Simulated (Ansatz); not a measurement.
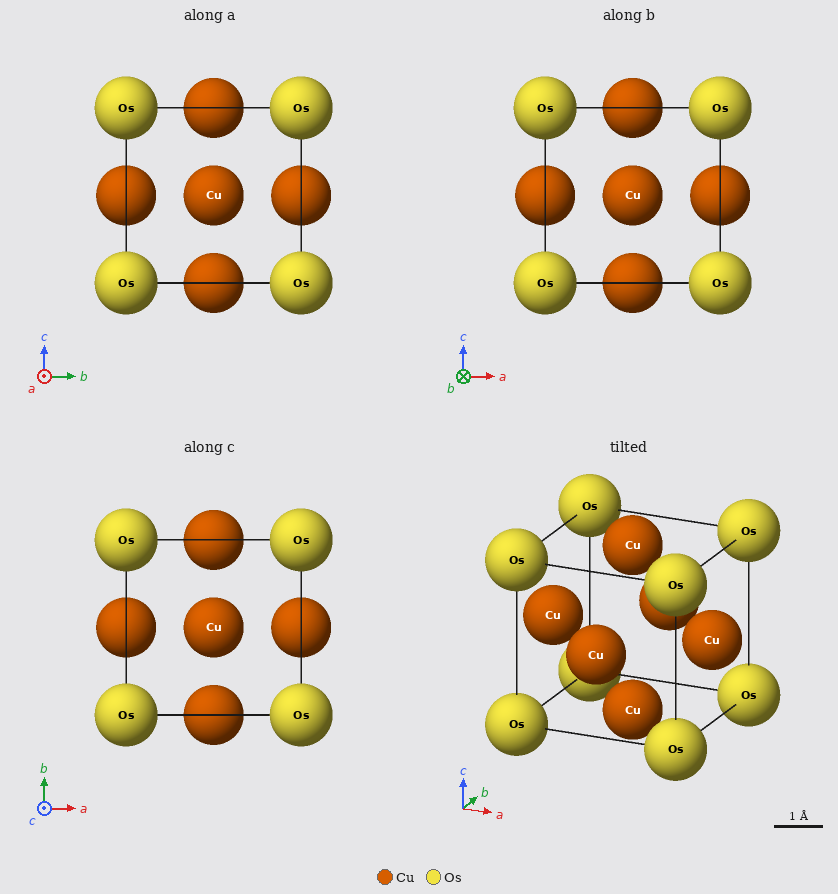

This spheres-only model is shown along the a axis, along the b axis, along the c axis and slightly off an axis. The conventional unit cell is drawn as a box.

Lattice parameters: a = 3.695 Å, b = 3.695 Å, c = 3.695 Å, α = 90.00°, β = 90.00°, γ = 90.00°.

Set out the cell and atoms as a table of Wyckoff sites.

Answer. Space group Pm-3m (No. 221).
| atom | site | x | y | z |
| --- | --- | --- | --- | --- |
| Cu | 3c | 0.0000 | 0.5000 | 0.5000 |
| Os | 1a | 0.0000 | 0.0000 | 0.0000 |

The structure comes from a structure type filled with these elements by a generator (whether the compound takes this form wasn't checked). The final geometry of a relaxation with DFT PBE, scalar-relativistic, plane waves, PAW in Ansatz 0.2.0 is shown.
